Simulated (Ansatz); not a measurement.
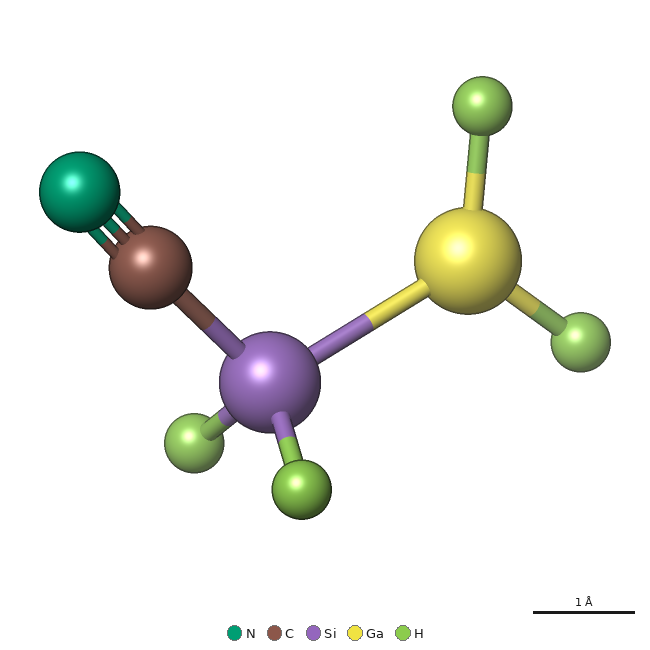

Double and triple bonds are drawn as two and three sticks.

Which formula does it have?

Answer. CH4GaNSi, 8 atoms: 1 carbon, 4 hydrogen, 1 gallium, 1 nitrogen and 1 silicon.

How many bonds of each kind are drawn?

Answer. 2 Si–H, 2 Ga–H, 1 C–N, 1 C–Si, 1 Ga–Si.

The parts below concern this one geometry. Atoms keep their numbers from picture to picture. The computed structure is the end point of a PBE0-D4/def2-TZVP optimisation.

## Geometry

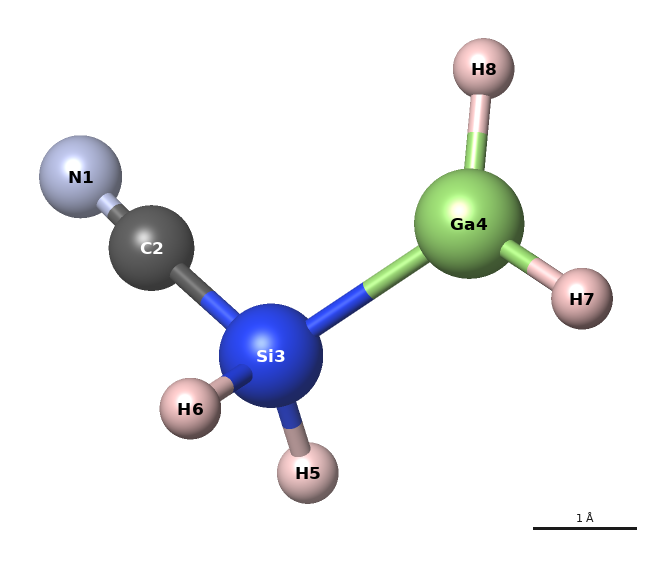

What is the geometry at C2?

Answer. C2 has 2 neighbours (N1 at 1.15, Si3 at 1.85 Å); the arrangement is linear.

What is the geometry at Ga4?

Answer. Ga4 has 3 neighbours (Si3 at 2.42, H7 at 1.57, H8 at 1.56 Å); the arrangement is trigonal planar.

Describe the coordination of atom 3.

Answer. Si3 has 4 neighbours (C2 at 1.85, Ga4 at 2.42, H5 at 1.49, H6 at 1.49 Å); the arrangement is tetrahedral.

## Levels of theory compared

Program: Ansatz 0.2.0.

Compare HOMO energy (eV) at these levels: B97M-V/def2-TZVPP; BHLYP-D4/def2-TZVPP; CAM-B3LYP-D4/def2-TZVPP; HSE06 (plane-wave form)-D4/def2-TZVPP; PBE0-D4/def2-QZVPP; SPW92 (LDA)/def2-TZVPP; r2SCAN-D4/def2-TZVPP; r2SCAN0-D4/def2-TZVPP; ωB97M-V/def2-QZVPP.

| level | HOMO energy (eV) |
| --- | --- |
| B97M-V/def2-TZVPP | −7.41 |
| BHLYP-D4/def2-TZVPP | −9.16 |
| CAM-B3LYP-D4/def2-TZVPP | −9.43 |
| HSE06 (plane-wave form)-D4/def2-TZVPP | −7.78 |
| PBE0-D4/def2-QZVPP | −8.18 |
| SPW92 (LDA)/def2-TZVPP | −7.21 |
| r2SCAN-D4/def2-TZVPP | −7.35 |
| r2SCAN0-D4/def2-TZVPP | −8.34 |
| ωB97M-V/def2-QZVPP | −10.19 |

## Vibrations

Harmonic vibrations computed with RKS PBE0-D4/def2-TZVP (Ansatz 0.2.0) at a stationary point of the same level.

How many vibrational modes are there, and where do they lie?

Answer. 18 modes: 42, 83, 251, 297, 322, 353, 438, 585, 602, 727, 727, 784, 914, 1972, 1994, 2223, 2231, 2323 cm⁻¹.

## Charges

The questions are on Mulliken charges. Method: RKS ωB97M-V/def2-TZVPP (Ansatz 0.2.0).

Which atom carries the highest charge (most positive or least negative)?

Answer. Ga4 (0.15 e).

And the lowest?

Answer. C2 (−0.21 e).

Give the Mulliken charges atom by atom.

```
atom  value (e)
  N1      −0.03
  C2      −0.21
 Si3       0.07
 Ga4       0.15
  H5       0.01
  H6       0.01
  H7      −0.02
  H8       0.00
```

Mulliken values depend strongly on the basis set and can even reverse the polarity of a bond.
